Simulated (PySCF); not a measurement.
**C4H8AlFO: density, localisation and related maps**

The calculation's input:

```
{"job": {"kind": "uv", "xc": "B3LYP", "basis": "def2-SVPD", "nstates": 8, "ntriplets": 3}, "charge": 0, "multiplicity": 1}
C      2.215122     0.473196     0.969146
O      0.916616     0.609714     0.446857
C      0.141639    -0.579517     0.289238
C     -1.079058    -0.328522    -0.173455
C     -2.067361    -1.424511    -0.421320
Al    -0.520485     1.616178    -0.334583
F     -0.936097     2.781952     0.763255
H      2.646124     1.470691     1.029432
H      2.186320     0.032784     1.970460
H      2.832913    -0.149195     0.314405
H      0.647047    -1.495968     0.568698
H     -1.646836    -2.405115    -0.193766
H     -2.952708    -1.268238     0.192299
H     -2.385325    -1.407951    -1.462179
H     -0.002327     2.082492    -1.692640
```

Launched as:

```sh
OMP_NUM_THREADS=1 python probes_run.py task.json out
```

Geometry: GFN2-xTB.

Computed with B3LYP/def2-SVPD, SCF density, gas phase in PySCF.

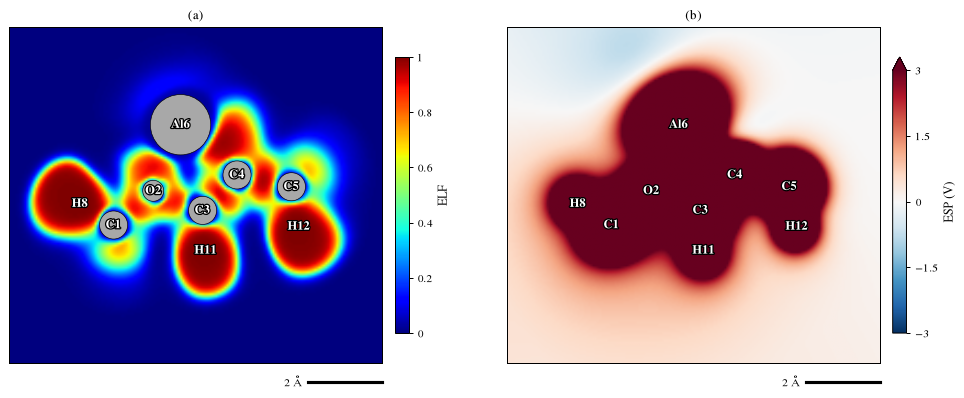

Figure 1. (a) ELF; (b) electrostatic potential on the plane of atoms O2, Al6 and C4. Grey discs cover the atomic cores in the ELF map.

**What do the fields say about this system?**

The section cuts through C, O, Al and H sites. C–C (1.33 Å): the ELF peaks at about 0.90 between the atoms (a short, multiple covalent bond). C–O (1.41 Å): the ELF peaks at about 0.90 between the atoms: a shared but strongly polarised pair. Al–O (1.92 Å): the ELF peaks at about 0.85 in the valence shell of O, 0.6 Å from its nucleus, and is about 0.40 at the midpoint. C–Al (2.03 Å): the ELF peaks at about 0.95 between the atoms (a polar covalent bond). C–H (1.08 Å): the ELF climbs to about 1 towards the hydrogen, as it does in any bond to H; an ordinary covalent bond to hydrogen. Outside the dense part of the molecule the potential is most negative (−0.8 V) near F7, which lies off the plane.

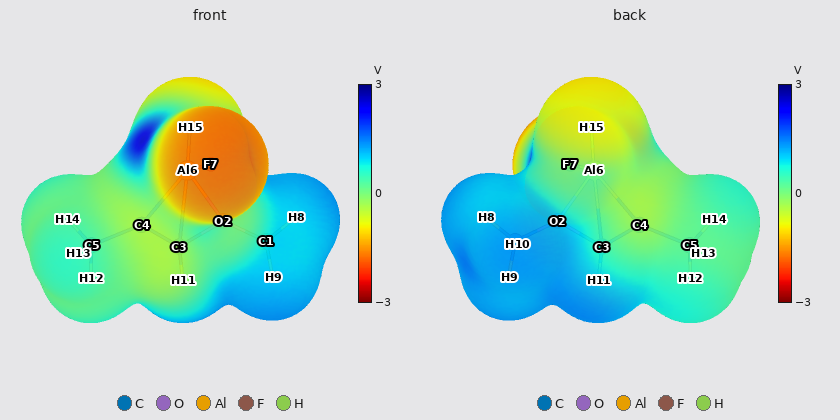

Figure 2. The molecular electrostatic potential painted on the density surface at 0.002 e/bohr³, seen from the front and from behind; red is negative and blue positive.

**Which sites attract a positive test charge, and which a negative one?**

A positive charge is drawn to the negative regions and a negative charge to the positive ones. The most negative region (about −1.8 V) lies over F7, the most positive (about +2.1 V) over Al6.

**What dipole moment does the calculation give?**

Its dipole moment is 4.48 D.
